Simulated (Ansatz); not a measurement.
FH₂NSi (SMILES N=[SiH]F)

Input file:

```
crystal:
  periodic: [false, false, false]
  atoms:
    - {symbol: F, position_ang: [-1.705896, -0.781647, 0.202384]}
    - {symbol: "N", position_ang: [0.310669, -0.879964, 2.306404]}
    - {symbol: Si, position_ang: [-0.250989, -0.536936, 0.876043]}
    - {symbol: H, position_ang: [-0.145450, -1.329001, 3.091152]}
    - {symbol: H, position_ang: [0.579751, 0.125910, -0.138669]}
basis:
  gaussian:
    orbitals: def2-TZVPD
hamiltonian:
  xc: {name: PBE0}
output: {forces: true, orbitals: {seedname: orbitals}}
```

Command:

```sh
ansatz run input.yaml --threads 1 --pin off --max-ram 2610MiB --events-out events.jsonl --progress --plain --runs-dir runs
```

Geometry: PBE0-D3(BJ)/pcseg-1.

These are results of isolated molecule in a Gaussian basis; Kohn-Sham density functional theory, functional PBE0 (Ansatz), not measurements.

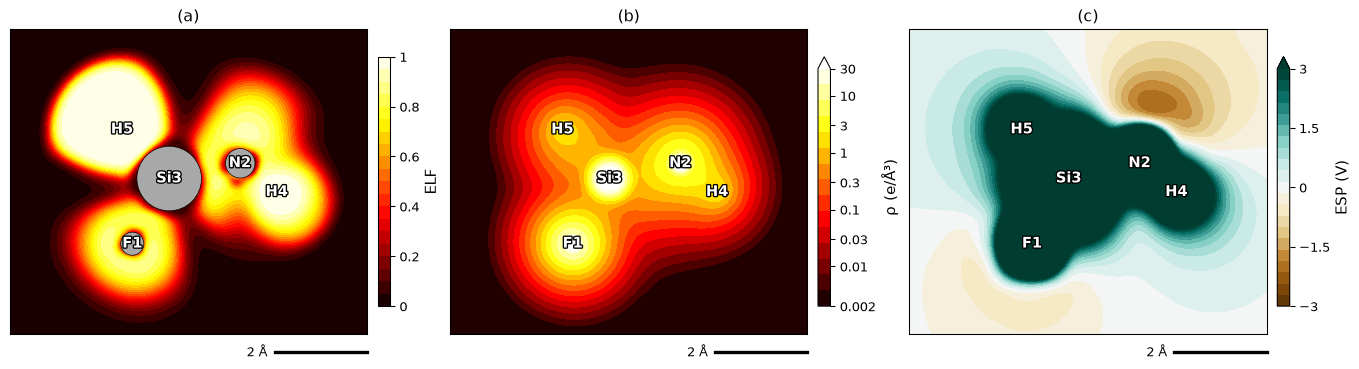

Figure 1. (a) electron localisation function; (b) total electron density; (c) electrostatic potential on the molecular plane. Grey discs cover the atomic cores in the ELF map.

### Interpret the plot.

- Atoms in the plane: F, N, Si and H.
- Si–N (1.57 Å): ρ at the midpoint is about 1.4 e/Å³; the ELF peaks at about 0.85 between the atoms: a short, strongly polar bond.
- Si–F (1.62 Å): ρ at the midpoint is about 1.1 e/Å³; the ELF peaks at about 0.85 in the valence shell of F, 0.6 Å from its nucleus, and is about 0.50 at the midpoint.
- N–H (1.01 Å): the density is about 2.8 e/Å³ at the midpoint; the ELF climbs to about 1 towards the hydrogen, as it does in any bond to H (a covalent bond by its length).
- Si–H (1.47 Å): ρ at the midpoint is about 0.86 e/Å³; the ELF climbs to about 1 towards the hydrogen.
- The ELF also peaks beside F1 and N2, away from the bonds: lone-pair regions.
- Outside the dense part of the molecule the potential is most negative (−2.1 V) near N2.

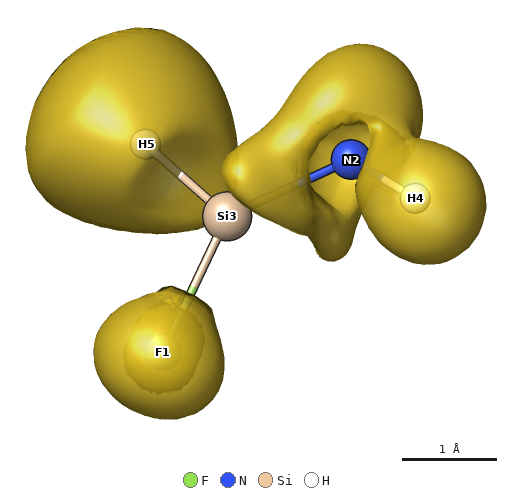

Figure 2. Isosurface of the ELF at 0.8 (yellow), seen at a tilt. Only the valence region is drawn (cores and ρ < 0.01 e/Å³ removed).

### Where are the electrons localised?

At this value the surface marks out one region around a hydrogen nucleus, one region wrapped around F (its lone pairs, merged into a ring or cap) and one joined region spread over several atoms (H, N, Si), in which their bonds and any lone pairs are merged.

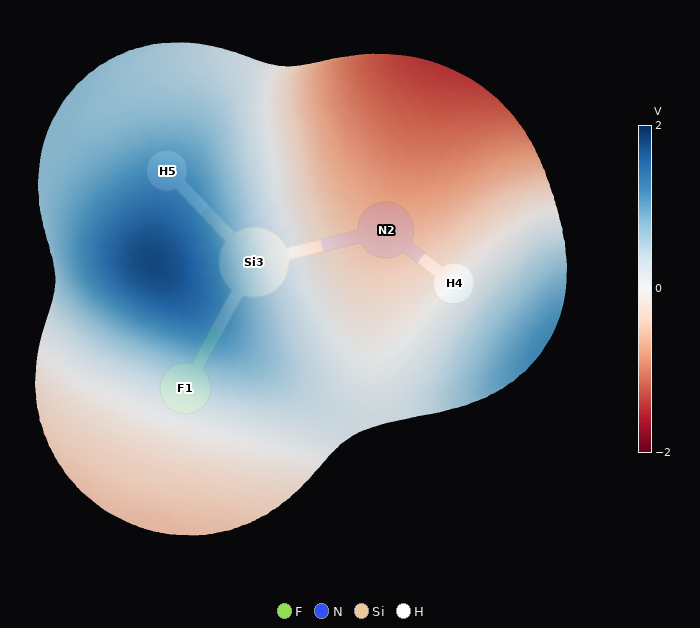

Figure 3. The electrostatic potential painted on the density surface at 0.001 e/bohr³, seen at a tilt; the colour scale runs from red (negative) to blue (positive).

### Where is the surface potential most negative and most positive?

The most negative region (about −1.4 V, or −32 kcal/mol for a unit charge) lies over N2, the most positive (about +1.8 V, or +42 kcal/mol for a unit charge) over Si3. N2 is the likeliest acceptor of a hydrogen bond.

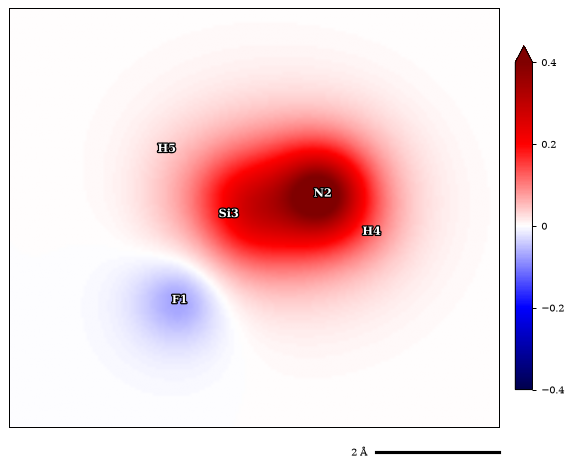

Figure 4. One frontier orbital on a plane 0.8 Å above the molecular plane (values in Å⁻³ᐟ²; the overall sign is arbitrary).

### Which orbital is it: HOMO or LUMO?

The HOMO, at −8.05 eV. Its weight (Hirshfeld) is mainly on N2 (about 60 %) and Si3 (about 30 %); it changes sign across the molecular plane (π type); π-bonding across N2–Si3.
